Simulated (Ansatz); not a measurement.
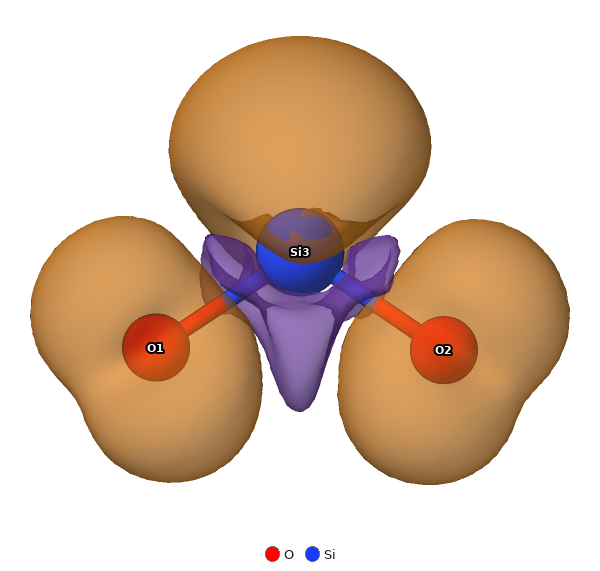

Figure 1: O2Si (SMILES O=[Si]=O) (triplet). Isosurfaces of the spin density (α minus β) at +0.015 (orange) and −0.015 e/Å³ (purple), seen across its widest extent.

Geometry: r2SCAN-D4/def2-SVP.

Method: Ansatz, isolated molecule in a Gaussian basis; Kohn-Sham density functional theory, functional PBE0.

```yaml
atoms:
  - { symbol: O, position_ang: [-0.2797, -1.0383, 1.2565] }
  - { symbol: O, position_ang: [1.4644, -0.1026, -0.5081] }
  - { symbol: Si, position_ang: [0.0042, 0.0599, 0.1271] }
```

> Describe the spin distribution.

The unpaired spin (2 electrons) lies mostly on O1 (about 0.7), O2 (about 0.7) and Si3 (about 0.6), in electrons by Hirshfeld's partition.
